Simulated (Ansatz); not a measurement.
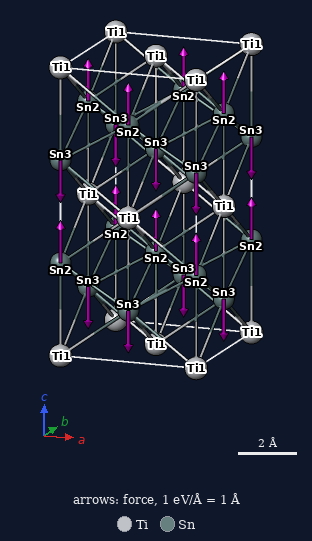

Starting geometry of a crystal of TiSn2 (a generated structure, set up in Fmmm) with the computed forces as purple arrows. The picture is a ball-and-stick view of the conventional cell (4 times the calculation's cell), seen slightly off an axis. Lengths and directions refer to the drawn axes.

The start is a swapped structure.

Method: Ansatz, DFT, PAW plane waves, PBE, spin-orbit.

The input:
```yaml
crystal:
  lattice:
    - [-2.507083, 2.705815, 0.0]
    - [2.507083, 0.0, 5.13986]
    - [2.507083, 2.705815, 0.0]
  atoms:
    - { symbol: Ti, position: [0.0, 0.0, 0.0] }
    - { symbol: Sn, position: [0.322, 0.644, 0.678] }
    - { symbol: Sn, position: [0.678, 0.356, 0.322] }
  symmetry: { tolerance: 0.0003 }
kpoints:
  mp_grid: { grid: [5, 5, 5], shift: [0, 0, 0] }
magnetization:
  noncollinear: true
  spin_orbit: true
scf:
  occupations: { method: gaussian, width: 0.1664 }
  lower_state_search: "off"
hamiltonian:
  pseudopotentials: { kind: paw_fr }
  xc: pbe
basis:
  ecutwfc: 420
  fft_grid_basis: typed
relax:
  max_steps: 80
  cell: { p_target: 0.0 }
  f_tol: 0.03
output:
  forces: true
  stress: true
  eigenvalues: true
  bader: true
  populations: true
  elf: true
  write_potential: true
  volumetric_format: npy
  dos:
    e_range: [-12, 8]
    de: 0.05
    projected: { site_lists: { Sn: [Sn], Ti: [Ti] } }
    method: { smearing: { sigma: 0.1, scheme: gaussian } }
  write_density: true
checkpoint:
  read: saved_state
```

Run as
```bash
ansatz run input.yaml --threads 2 --pin off --max-ram 3584MiB --backend cpu --events-out ev --progress --plain --runs-dir out
```

> Is this structure relaxed? If not, where do the atoms go?

It isn't relaxed: the largest force vector, on Sn atoms, is 1.54 eV/Å. The atoms end up moving mostly along the starting forces (cosine between the two patterns 1.00). The largest moves relative to the cell, 0.19 Å, are those of Sn2 and Sn3. Sn3 goes along −c. Ti stays in place. The volume changes by −7.6 %, with a 5.014 → 5.198 Å (+3.7 %), b 5.412 → 5.199 Å (−3.9 %), c 10.280 → 9.537 Å (−7.2 %). Among the contacts that change: Sn2–Sn3 3.660 → 3.006 Å, Ti1–Sn2 3.266 → 3.003 Å, Sn2–Sn3 (another image) 2.911 → 3.140 Å, Ti1–Sn2 (another image) 3.104 → 3.002 Å. The space group (tolerance 0.01 Å) goes from Fmmm (No. 69) to I4/mmm (No. 139). Over 5 accepted moves (6 points after the start) the energy falls by 187 meV per atom. Largest force component: 1.5 eV/Å at the start, 0.00065 eV/Å at the end. The pressure goes from −3.64 to −0.01 GPa. The SCF was repeated once at an unchanged geometry on a basis and grid sized afresh for the cell, which shifted the energy by 0.3 meV per atom at most.
